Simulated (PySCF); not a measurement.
# C6H10OSi: magnetic properties

Wanted: magnetic properties for C6H10OSi (`[SiH3]O[C@@]12C=CC[C@@H]1C2`).

Computed with PySCF 2.14.0 and routines of our own; the level stands in each step. Atoms count from 0.

## 1. The system as given

18 atoms, charge 0, multiplicity 1; geometry from: GFN2-xTB.

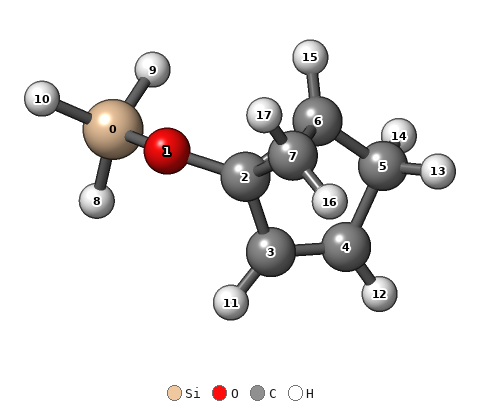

The starting geometry (silicon light orange, oxygen red, carbon grey, hydrogen white).

## 2. Magnetic properties: GIAO B3LYP/pcSseg-1

The job: settings as JSON, then the geometry in Å.

```
{"job": {"kind": "mag", "xc": "B3LYP", "basis": "pcSseg-1", "isotopologues": 2}, "charge": 0, "multiplicity": 1}
Si     2.653711     0.764507     0.220681
O      1.428125     0.120755     1.064432
C      0.103457    -0.026810     0.732355
C     -0.719841     1.159454     0.392131
C     -1.629394     0.866056    -0.527796
C     -1.538771    -0.559214    -0.997004
C     -0.425218    -1.141434    -0.149252
C     -0.661778    -1.173252     1.335843
H      2.477923     2.206388     0.027737
H      2.783998     0.144041    -1.100684
H      3.744903     0.435128     1.123294
H     -0.554021     2.111234     0.863473
H     -2.373510     1.538112    -0.918986
H     -2.484937    -1.084622    -0.845518
H     -1.303353    -0.603874    -2.063190
H      0.235131    -1.876617    -0.582750
H     -1.657128    -0.987752     1.711303
H     -0.088057    -1.885784     1.907996
```

Method: GIAO B3LYP/pcSseg-1 magnetisability, rotational g tensor and spin-rotation constants, non-relativistic, gas phase.

Started as:

```sh
> OMP_NUM_THREADS=1 python excited_run.py task.json out
```

One launch serves the whole session: the jobs run in the order shown.

Log:

```text
coarse grid: 15432 points
cycle   1  E = -599.1313086118  dE =  1.312e+00  |g| = 7.646e-01  |ddm| = 3.923e+00
cycle   2  E = -598.9742745332  dE =  1.570e-01  |g| = 1.191e+00  |ddm| = 1.840e+00
cycle   3  E = -599.2405511092  dE = -2.663e-01  |g| = 1.500e-01  |ddm| = 1.335e+00
cycle   4  E = -599.2446211531  dE = -4.070e-03  |g| = 5.257e-02  |ddm| = 1.727e-01
cycle   5  E = -599.2452192202  dE = -5.981e-04  |g| = 1.622e-02  |ddm| = 6.032e-02
cycle   6  E = -599.2452729695  dE = -5.375e-05  |g| = 6.919e-03  |ddm| = 1.935e-02
cycle   7  E = -599.2452847086  dE = -1.174e-05  |g| = 1.198e-03  |ddm| = 6.981e-03
cycle   8  E = -599.2452850393  dE = -3.307e-07  |g| = 3.167e-04  |ddm| = 1.382e-03
final grid: 144104 points
cycle   9  E = -599.3163605577  dE = -4.319e-05  |g| = 6.168e-03  |ddm| = 3.118e-02
cycle  10  E = -599.3163531465  dE =  7.411e-06  |g| = 8.635e-03  |ddm| = 1.297e-02
cycle  11  E = -599.3163693863  dE = -1.624e-05  |g| = 1.033e-03  |ddm| = 8.030e-03
cycle  12  E = -599.3163695838  dE = -1.975e-07  |g| = 2.560e-04  |ddm| = 1.205e-03
cycle  13  E = -599.3163695952  dE = -1.139e-08  |g| = 8.195e-05  |ddm| = 3.111e-04
cycle  14  E = -599.3163695963  dE = -1.126e-09  |g| = 3.787e-05  |ddm| = 1.015e-04
cycle  15  E = -599.3163695967  dE = -3.520e-10  |g| = 8.698e-06  |ddm| = 4.222e-05
converged SCF energy = -599.3163695967

Magnetisability tensor (1e-30 J/T^2)
    -1452.16       -6.21       82.23
       -6.21    -1192.87       65.44
       82.23       65.44    -1257.71
isotropic -1300.91   principal values   -1485.16  -1270.70  -1146.88
isotropic susceptibility -78.343 1e-6 cm^3/mol

Inertial axes            a          b          c
rot. const./GHz      3.4333     1.2296     1.1112
chi total           -84.654    -75.975    -74.400
chi diamagnetic    -487.028  -1102.980  -1208.177
chi paramagnetic    402.374   1027.005   1133.777
quadrupole/D A        1.919     -0.982     -0.937
g nuclear            0.6232     0.5800     0.5790
g electronic        -0.6490    -0.5933    -0.5919
g total             -0.0258    -0.0133    -0.0128

Spin-rotation constants (kHz, H = +C I.J)
atom  isotope        aa         bb         cc
  8     1H       -0.293      0.036     -0.077
  9     1H       -0.286     -0.114      0.052
 10     1H       -0.025     -0.047     -0.095
 11     1H       -0.258     -0.063      0.015
 12     1H       -0.181      0.037     -0.116
 13     1H        0.058     -0.114     -0.119
 14     1H       -0.361     -0.101      0.018
 15     1H       -0.333     -0.114     -0.004
 16     1H       -0.139     -0.138     -0.077
 17     1H       -0.320      0.019     -0.135
  0   29Si*      -1.872     -0.757     -0.677
  1    17O*      -0.373     -0.079     -0.075
  2    13C*       0.657      0.331      0.272
  3    13C*       0.962      0.497      0.375
  4    13C*       0.798      0.528      0.358
  5    13C*       0.650      0.217      0.212
  6    13C*       0.402      0.186      0.241
  7    13C*       0.390      0.230      0.217
* in the singly substituted isotopologue

Isotopologues: g along a, b, c
2H    at 8,9,10,11,12,1    -0.0208    -0.0116    -0.0111
30Si  at 0                 -0.0256    -0.0129    -0.0125
```

It took 36 s on 1 thread of Intel Xeon 6975P-C, shared host; peak memory 1 GiB.

From this job:

| quantity | value |
| --- | --- |
| magnetisability | -1301·10⁻³⁰ J/T² |
| molar susceptibility | -78.3·10⁻⁶ cm³/mol |
| rotational g (a, b, c) | -0.0258, -0.0133, -0.0128 |

## 3. Magnetic properties: common gauge origin B3LYP/pcSseg-0 in tetrahydrofuran

The job, as its differences from that of step 2:

```diff
@@ -1,2 +1,2 @@
-{"job": {"kind": "mag", "xc": "B3LYP", "basis": "pcSseg-1", "isotopologues": 2}, "charge": 0, "multiplicity": 1}
+{"job": {"kind": "mag", "xc": "B3LYP", "basis": "pcSseg-0", "gauge": [0, 0, 0], "solvent": "tetrahydrofuran"}, "charge": 0, "multiplicity": 1}
 Si     2.653711     0.764507     0.220681
```

With the program's defaults for keys left out, this is: common gauge origin B3LYP/pcSseg-0 magnetisability, non-relativistic, IEF-PCM tetrahydrofuran.

Log:

```text
coarse grid: 15432 points
cycle   1  E = -598.2370368424  dE =  1.293e+00  |g| = 6.808e-01  |ddm| = 4.572e+00
cycle   2  E = -598.1287543057  dE =  1.083e-01  |g| = 1.034e+00  |ddm| = 2.234e+00
cycle   3  E = -598.3233946167  dE = -1.946e-01  |g| = 1.062e-01  |ddm| = 1.484e+00
cycle   4  E = -598.3256699351  dE = -2.275e-03  |g| = 3.355e-02  |ddm| = 1.919e-01
cycle   5  E = -598.3259301349  dE = -2.602e-04  |g| = 8.553e-03  |ddm| = 4.940e-02
cycle   6  E = -598.3259466695  dE = -1.653e-05  |g| = 2.701e-03  |ddm| = 1.442e-02
cycle   7  E = -598.3259484192  dE = -1.750e-06  |g| = 9.342e-04  |ddm| = 4.827e-03
final grid: 144104 points
cycle   8  E = -598.3107588465  dE = -2.103e-05  |g| = 3.424e-03  |ddm| = 3.247e-02
cycle   9  E = -598.3107571022  dE =  1.744e-06  |g| = 4.356e-03  |ddm| = 9.055e-03
cycle  10  E = -598.3107617786  dE = -4.676e-06  |g| = 7.226e-04  |ddm| = 5.845e-03
cycle  11  E = -598.3107619032  dE = -1.247e-07  |g| = 1.082e-04  |ddm| = 8.546e-04
cycle  12  E = -598.3107619057  dE = -2.472e-09  |g| = 5.528e-05  |ddm| = 2.638e-04
cycle  13  E = -598.3107619064  dE = -7.285e-10  |g| = 1.368e-05  |ddm| = 1.017e-04
converged SCF energy = -598.3107619064

Magnetisability tensor (1e-30 J/T^2)
    -5474.94     1692.03      973.67
     1692.03   -11429.32     -296.95
      973.67     -296.95   -11881.52
isotropic -9595.26   principal values  -12467.87 -11398.43  -4919.49
isotropic susceptibility -577.840 1e-6 cm^3/mol

Inertial axes            a          b          c
rot. const./GHz      3.4333     1.2296     1.1112
chi total          -297.169   -687.537   -748.814
chi diamagnetic    -488.695  -1103.211  -1208.391
chi paramagnetic    191.526    415.674    459.577
quadrupole/D A        3.555     -1.786     -1.769
```

It took 6.6 s on 1 thread of Intel Xeon 6975P-C, shared host; peak memory 0.59 GiB.

A normal end doesn't make this result sound: a common gauge origin replaces GIAOs, so the magnetic properties depend on where the origin lies.

## 4. Results

| quantity | value |
| --- | --- |
| magnetisability (step 2, GIAO B3LYP/pcSseg-1) | -1301·10⁻³⁰ J/T² |
| molar susceptibility (step 2, GIAO B3LYP/pcSseg-1) | -78.3·10⁻⁶ cm³/mol |
| rotational g (a, b, c) (step 2, GIAO B3LYP/pcSseg-1) | -0.0258, -0.0133, -0.0128 |
| runs | 0 failed, 1 ended on unsound input |

What this shows: The values above hold for this geometry and these levels alone. Vibrational averaging and real surroundings are missing from these values.
